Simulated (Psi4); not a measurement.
# CH4Si (SMILES [CH][SiH3]) at UKT2/aug-cc-pwCVTZ (density fitting)

What is the energy change on altering one bond length of CH4Si at UKT2/aug-cc-pwCVTZ (density fitting)? The job is set up through a Python script.

Program for the calculation: Psi4 1.11.

1 further run of the same task is left out (set aside as unsound or not needed).

### 1 Starting point

CH4Si has 6 atoms, charge 0, and is taken as a triplet. SMILES: `[CH][SiH3]`. The coordinates come from a GFN2-xTB relaxation.

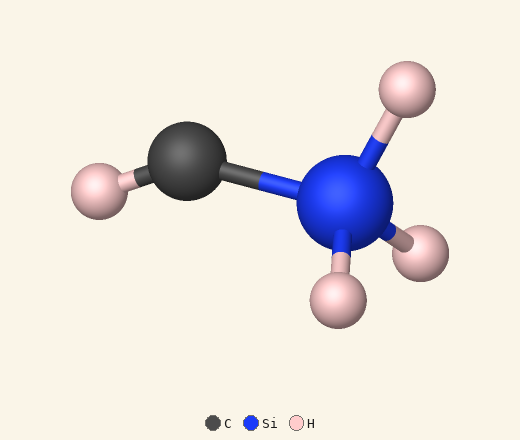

Viewed from a chosen angle; carbon dark grey, silicon blue, hydrogen pink.

### 2 Energy and one-electron properties at UKT2/aug-cc-pwCVTZ (density fitting)

job.py reads:

```python
import psi4

psi4.set_memory('1600 MB')
psi4.set_num_threads(1)
psi4.core.set_output_file('output.dat', False)

molecule = psi4.geometry("""
0 3
C      1.26103314    -1.61036791     1.38819281
Si    -0.48925009     0.76401627    -0.33748619
H      2.15030046    -3.42699943     1.38135200
H     -2.91796390    -0.27060878    -1.21815525
H      0.96650043     1.62699750    -2.54644375
H     -0.97060113     2.91696235     1.33257817
units bohr
no_reorient
no_com
""")

psi4.set_options({
    'basis': 'aug-cc-pwCVTZ',
    'reference': 'uks',
    'scf_type': 'df',
})

E, wfn = psi4.energy('kt2', return_wfn=True)
psi4.oeprop(wfn, 'DIPOLE', 'LOWDIN_CHARGES', 'MBIS_CHARGES', 'MAYER_INDICES', 'MULLIKEN_CHARGES', title='KT2')
print('E =', round(E, 9))
```

Command:

```
$ python job.py
```

output.dat:

```text
[...]
  Running in c1 symmetry.
[...]
  Nuclear repulsion =   49.989461623393908
[...]
  Multiplicity = 3
[...]
  Nalpha       = 13
  Nbeta        = 11
[...]
    Number of basis functions: 226
[...]
   @DF-UKS iter   1:  -332.93758702784532   -3.68284e-01   3.04518e-03 ADIIS/DIIS
[...]
   @DF-UKS iter   8:  -333.14019246971128   -5.03078e-07   8.11039e-07 DIIS
[...]
   @S^2 Observed:                2.010681731E+00
[...]
    Orbital Energies [Eh]
    ---------------------
    Alpha Occupied:
       1A    -66.044572     2A    -10.225530     3A     -5.155770
       4A     -3.519482     5A     -3.518901     6A     -3.518867
       7A     -0.636821     8A     -0.491785     9A     -0.365339
      10A     -0.329212    11A     -0.326877    12A     -0.231679
      13A     -0.219917
    Alpha Virtual:
      14A     -0.021607    15A     -0.005931    16A      0.013312
      17A      0.016137    18A      0.016913    19A      0.026778
      20A      0.027594    21A      0.053573    22A      0.060195
      23A      0.061403    24A      0.076896    25A      0.081689
[...]
  @DF-UKS Final Energy:  -333.14019246971128
   => Energetics <=
    Nuclear Repulsion Energy =             49.9894616233939075
    One-Electron Energy =                -554.5017997279815063
    Two-Electron Energy =                 202.6018649543749177
    DFT Exchange-Correlation Energy =     -31.2297193194986313
    Empirical Dispersion Energy =           0.0000000000000000
    VV10 Nonlocal Energy =                  0.0000000000000000
    Total Energy =                       -333.1401924697112804
[...]
 Multipole Moments:
 ------------------------------------------------------------------------------------
     Multipole            Electronic (a.u.)      Nuclear  (a.u.)        Total (a.u.)
 ------------------------------------------------------------------------------------
 L = 1.  Multiply by 2.5417464519 to convert [e a0] to [Debye]
 Dipole X            :          0.0953968           -0.0550666            0.0403302
 Dipole Y            :         -2.0240156            1.8803720           -0.1436436
 Dipole Z            :         -2.6431605            2.5536814           -0.0894791
 Magnitude           :                                                    0.1739728
[...]
  Mulliken Charges: (a.u.)
   Center  Symbol    Alpha    Beta     Spin     Total
       1     C     4.37982  2.48733  1.89249 -0.86715
       2    SI     6.32240  6.31939  0.00301  1.35821
       3     H     0.23693  0.26670 -0.02977  0.49636
       4     H     0.69544  0.64180  0.05364 -0.33725
       5     H     0.69539  0.64175  0.05365 -0.33714
       6     H     0.67001  0.64303  0.02698 -0.31304
   Total alpha = 13.00000, Total beta = 11.00000, Total charge =  0.00000
  Lowdin Charges: (a.u.)
   Center  Symbol    Alpha    Beta     Spin     Total
[...]
```

The script printed:

```text
E = -333.14019247
```

Run time: 34 s. Hardware: 1 thread of Intel Xeon Platinum 8259CL at 2.50GHz (Skylake/Cascade Lake), shared host; peak memory 1.2 GiB.

Atomic charges (e):

```tsv
atom	Löwdin	MBIS	Mulliken
C1	+0.318	-0.474	-0.867
Si2	+0.817	+0.793	+1.358
H3	-0.413	+0.209	+0.496
H4	-0.239	-0.178	-0.337
H5	-0.239	-0.178	-0.337
H6	-0.243	-0.173	-0.313
```

### 3 The distorted shape

ch4si.sdf reads:

```

     RDKit          3D

  6  5  0  0  0  0  0  0  0  0999 V2000
    0.5747   -0.7265    0.6433 C   0  0  0  0  0  2  0  0  0  0  0  0
   -0.2589    0.4043   -0.1786 Si  0  0  0  0  0  4  0  0  0  0  0  0
    1.0453   -1.6878    0.6397 H   0  0  0  0  0  0  0  0  0  0  0  0
   -1.5441   -0.1432   -0.6446 H   0  0  0  0  0  0  0  0  0  0  0  0
    0.5114    0.8610   -1.3475 H   0  0  0  0  0  0  0  0  0  0  0  0
   -0.5136    1.5436    0.7052 H   0  0  0  0  0  0  0  0  0  0  0  0
  2  1  1  0
  3  1  1  0
  4  2  1  0
  5  2  1  0
  6  2  1  0
M  RAD  1   1   3
M  END
$$$$
```

ch4si.py reads:

```python
import psi4
from rdkit import Chem

psi4.set_memory('1600 MB')
psi4.set_num_threads(1)
psi4.set_output_file('ch4si.out', False)

rd = Chem.SDMolSupplier('ch4si.sdf', removeHs=False, sanitize=False)[0]
xyz = rd.GetConformer().GetPositions()
atoms = '\n'.join(f'{a.GetSymbol()} {x:.4f} {y:.4f} {z:.4f}' for a, (x, y, z) in zip(rd.GetAtoms(), xyz))
molecule = psi4.geometry('0 3\n' + atoms + '\nno_reorient\nno_com')

psi4.set_options({
    'basis': 'aug-cc-pwCVTZ',
    'reference': 'uks',
    'scf_type': 'df',
})

result, w = psi4.energy("kt2", return_wfn=True)
psi4.oeprop(w, "DIPOLE", "LOWDIN_CHARGES", "MBIS_CHARGES", "MAYER_INDICES", "MULLIKEN_CHARGES", title="KT2")
print(f'total energy {result:.8f} hartree = {result * 27.211386:.5f} eV')
```

Command:

```
$ python ch4si.py
```

ch4si.out, cut to the lines that bear on the results:

```text
[...]
  Running in c1 symmetry.
[...]
  Nuclear repulsion =   53.138295694926342
[...]
  Multiplicity = 3
[...]
  Nalpha       = 13
  Nbeta        = 11
[...]
    Number of basis functions: 226
[...]
   @DF-UKS iter   1:  -332.81363232283394   -1.29716e-01   3.63078e-03 ADIIS/DIIS
[...]
   @DF-UKS iter   9:  -333.12346241308114   -1.78665e-07   8.87301e-07 DIIS
[...]
   @S^2 Observed:                2.009866891E+00
[...]
  @DF-UKS Final Energy:  -333.12346241308114
   => Energetics <=
    Nuclear Repulsion Energy =             53.1382956949263416
    One-Electron Energy =                -560.8325722365195816
    Two-Electron Energy =                 205.8708325828061447
    DFT Exchange-Correlation Energy =     -31.3000184542940758
    Empirical Dispersion Energy =           0.0000000000000000
    VV10 Nonlocal Energy =                  0.0000000000000000
    Total Energy =                       -333.1234624130811426
[...]
 Multipole Moments:
 ------------------------------------------------------------------------------------
     Multipole            Electronic (a.u.)      Nuclear  (a.u.)        Total (a.u.)
 ------------------------------------------------------------------------------------
 L = 1.  Multiply by 2.5417464519 to convert [e a0] to [Debye]
 Dipole X            :          1.3727967           -1.2801005            0.0926962
 Dipole Y            :         -3.7616626            3.5428585           -0.2188041
 Dipole Z            :         -1.3896711            1.3458629           -0.0438081
 Magnitude           :                                                    0.2416339
[...]
  Mulliken Charges: (a.u.)
   Center  Symbol    Alpha    Beta     Spin     Total
       1     C     4.39623  2.61629  1.77994 -1.01253
       2    SI     6.25928  6.23442  0.02486  1.50629
       3     H     0.22569  0.26283 -0.03714  0.51147
       4     H     0.71826  0.62962  0.08865 -0.34788
       5     H     0.71820  0.62957  0.08863 -0.34777
       6     H     0.68233  0.62726  0.05507 -0.30959
   Total alpha = 13.00000, Total beta = 11.00000, Total charge = -0.00000
  Lowdin Charges: (a.u.)
   Center  Symbol    Alpha    Beta     Spin     Total
[...]
```

On the terminal:

```text
total energy -333.12346241 hartree = -9064.75112 eV
```

Wall time 35 s (1 thread of Intel Xeon Platinum 8259CL at 2.50GHz (Skylake/Cascade Lake), shared host); peak memory 1.2 GiB.

Atomic charges (e):

```tsv
atom	Löwdin	MBIS	Mulliken
C1	+0.253	-0.473	-1.013
Si2	+0.785	+0.804	+1.506
H3	-0.374	+0.203	+0.511
H4	-0.219	-0.178	-0.348
H5	-0.219	-0.178	-0.348
H6	-0.226	-0.178	-0.310
```

### 4 Results

Level: UKT2/aug-cc-pwCVTZ (density fitting).

| quantity | value |
| --- | --- |
| first shape: total energy | -333.14019 Eh |
| first shape: dipole moment | 0.44 D |
| first shape: HOMO energy (highest over α and β) | -5.98 eV |
| first shape: LUMO energy (lowest over α and β) | -3.22 eV |
| first shape: ⟨S²⟩ | 2.011 |
| distorted shape: total energy | -333.12346 Eh |
| distorted shape: dipole moment | 0.61 D |
| distorted shape: HOMO energy (highest over α and β) | -6.10 eV |
| distorted shape: LUMO energy (lowest over α and β) | -3.50 eV |
| distorted shape: ⟨S²⟩ | 2.010 |
| energy change with the C1–Si2 bond shortened from 1.808 to 1.628 Å | 0.455 eV |

With the C1–Si2 bond shortened from 1.808 to 1.628 Å the energy rises by 0.46 eV (10.5 kcal/mol). The first shape isn't relaxed at this level, so the change isn't measured from a minimum. Mulliken charges (distorted shape) run from -1.01 on C1 to +1.51 on Si2; in a basis this large or diffuse they mean little.
